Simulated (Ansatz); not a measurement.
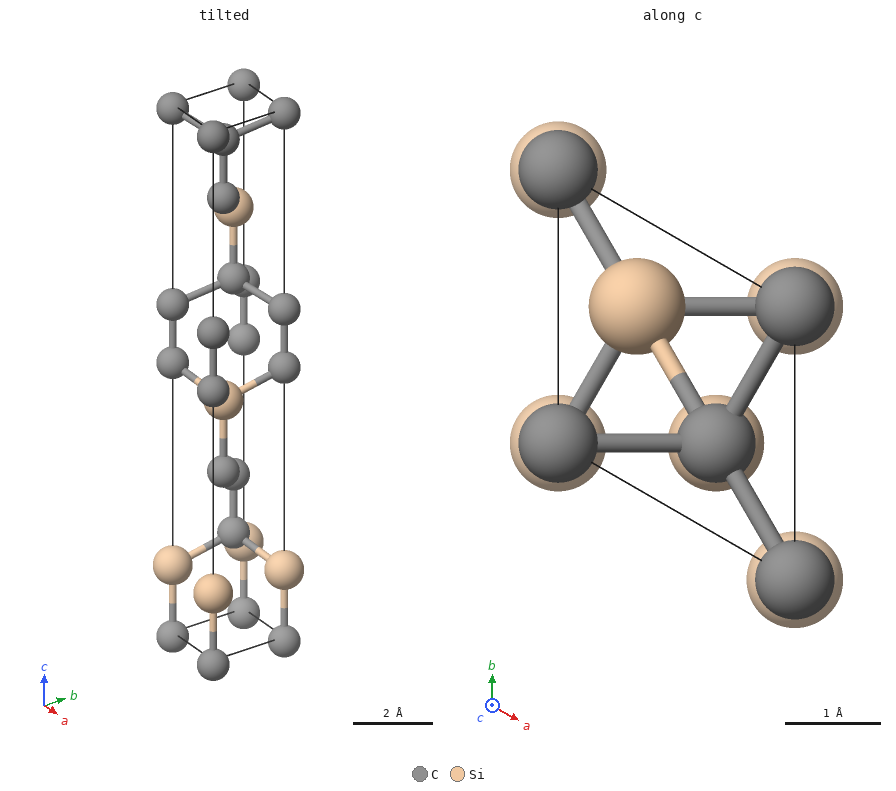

A ball-and-stick rendering, viewed slightly off an axis and along the c axis. One conventional unit cell is framed, with atoms on its boundary repeated.

SiC3, space group R3m (No. 160), a = 2.878 Å, b = 2.878 Å, c = 13.965 Å, α = 90.00°, β = 90.00°, γ = 120.00°. It goes back to a structure type filled with these elements by a generator (whether the compound takes this form wasn't checked). The cell was then strained or its atoms displaced on purpose. It was run through Ansatz as a DFT input.

This one geometry was computed with Ansatz (DFT, plane waves, PAW) at three levels of theory: HSE06, r2SCAN and PBE. It was relaxed with r2SCAN and then strained.

Which level gives the highest pressure at this volume, and what does that say about its equilibrium volume?

Highest: PBE (-3.6 GPa), which points to the largest equilibrium volume. Lowest, with the smallest volume: HSE06 (-10.3 GPa). Levels within 0.5 GPa of each other can't be told apart.

How does the band gap change with the level of theory?

PBE: a gap of 1.76 eV, indirect; r2SCAN: a gap of 2.02 eV, indirect; HSE06: a gap of 2.70 eV, indirect.

Collect the results in a table.

| level | cutoff (eV) | k-mesh of the run's cell | gap (eV) | pressure (GPa) |
| --- | --- | --- | --- | --- |
| HSE06 | 420 | 8×8×8 | 2.70 | -10.3 |
| r2SCAN | 500 | 10×10×10 | 2.02 | -7.0 |
| PBE | 420 | 10×10×10 | 1.76 | -3.6 |

Gaps are taken on the k-mesh or band path of each run.
